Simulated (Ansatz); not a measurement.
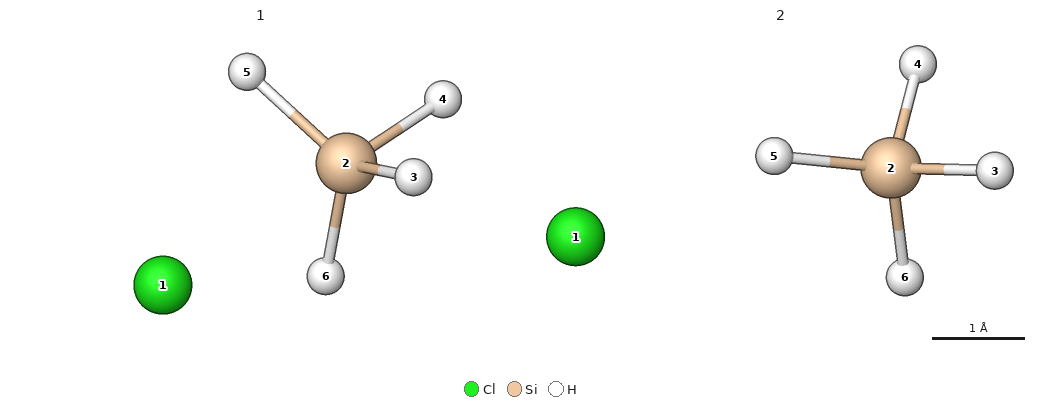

Two geometries of SiH₄Cl (charge −1), drawn at one scale. One is the start of a relaxation, the other its converged end. A ball-and-stick model, seen at a tilt.

Level of theory: RHF/def2-SVP (Ansatz 0.2.0). Settings: no spin polarisation; force threshold 0.02 eV/Å; at most 40 steps.

**Which geometry has the lower energy?**

Structure 1 is the relaxed one. The run prepares the start of a later molecular dynamics calculation, from a guessed geometry. The energy falls by 8.80 kcal/mol in 15 geometry steps. The largest force component goes from 0.77 to 0.0014 eV/Å. The largest move after the best rigid fit is that of Cl1, 1.29 Å. Largest moves by element: Cl 1.29 Å, H 1.10 Å, Si 0.28 Å. Near-neighbour distances that change, for instance: Cl1–Si2 3.948 → 2.913 Å, Si2–H4 1.474 → 1.534 Å, Si2–H5 1.435 → 1.477 Å, Si2–H3 1.472 → 1.477 Å. Among the angles between lasting bonds that change: H4–Si2–H5 112.4° → 100.9°, H3–Si2–H6 105.5° → 116.5°, H4–Si2–H6 105.0° → 100.9°. Cost: 6.1 s on 1 thread of Arm Neoverse V2 (shared host), peak memory 0.096 GiB.

Limits of the set-up: the start holds two separate molecules, 2.6 Å apart at their closest, whose relative position is a soft coordinate and is computed without a dispersion correction; Hartree-Fock leaves out electron correlation; the basis has no diffuse functions, which an anion needs.
